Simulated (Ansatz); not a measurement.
The starting structures come from a database of crystals and need not be the phases stable at ambient conditions.

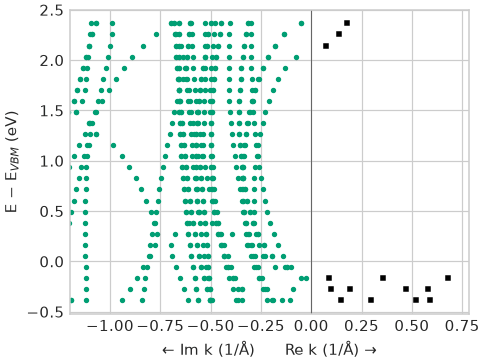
Complex bands at the centre of the two-dimensional zone; PBEsol (Ansatz, a quantum-chemistry and plane-wave program)

No gap correction and no spin-orbit coupling; mid-gap values are interpolated between computed energies.

Q: This is Na₂La₂Ti₃O₁₀ (I4/mmm, not sure to be the ambient phase, 17 atoms a cell, 12.7 Å³ an atom, -6 GPa at this level) along the normal of (101). Read off the slowest decay at the centre of the two-dimensional zone at 1.04 eV, the computed energy nearest the middle of the gap.

A: κ ≈ 0.27 1/Å, a decay length 1/(2κ) of the density of 1.9 Å.
